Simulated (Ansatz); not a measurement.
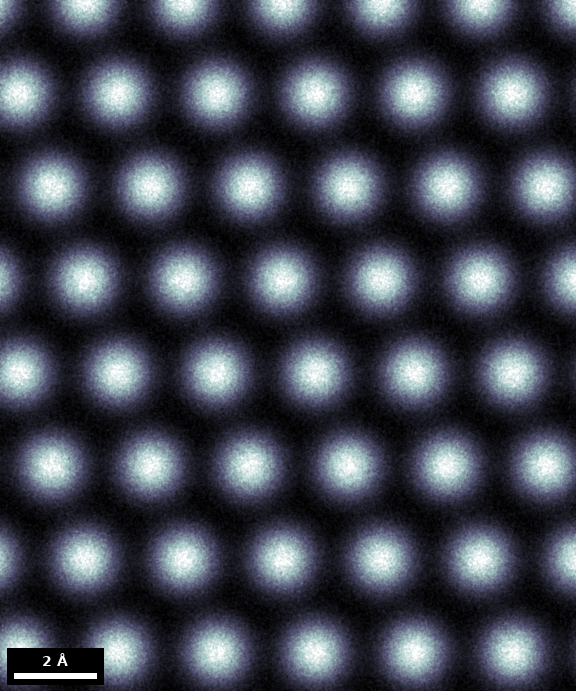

Z-contrast image of Pt (Fm-3m, No. 225). Simulation: incoherent imaging, intensity Z^1.7 per atom, probe width 1.21 Å, thin sample. The probe carries 25 % of its weight in a tail 2.5 times as wide. Shot noise was added. Structure used: a calculation's starting geometry.

```cif
data_structure
_symmetry_space_group_name_H-M 'Fm-3m'
_symmetry_Int_Tables_number 225
_cell_length_a 3.9200
_cell_length_b 3.9200
_cell_length_c 3.9200
_cell_angle_alpha 90.000
_cell_angle_beta 90.000
_cell_angle_gamma 90.000
_cell_volume 60.24
loop_
_atom_site_label
_atom_site_type_symbol
_atom_site_symmetry_multiplicity
_atom_site_Wyckoff_symbol
_atom_site_fract_x
_atom_site_fract_y
_atom_site_fract_z
_atom_site_occupancy
Pt1 Pt 4 a 0.00000 0.00000 0.00000 1
```

> Which beam direction gives this image, [210], [001], [111] or [110]? (Directions equivalent by symmetry count as one.)

[110]. The projected cells are 0.88 × 1.96 Å, 90° for [210]; 1.96 × 1.96 Å, 90° for [001]; 1.60 × 1.60 Å, 120° for [111]; 2.40 × 2.40 Å, 109° for [110], and the image repeats as the [110] one does.
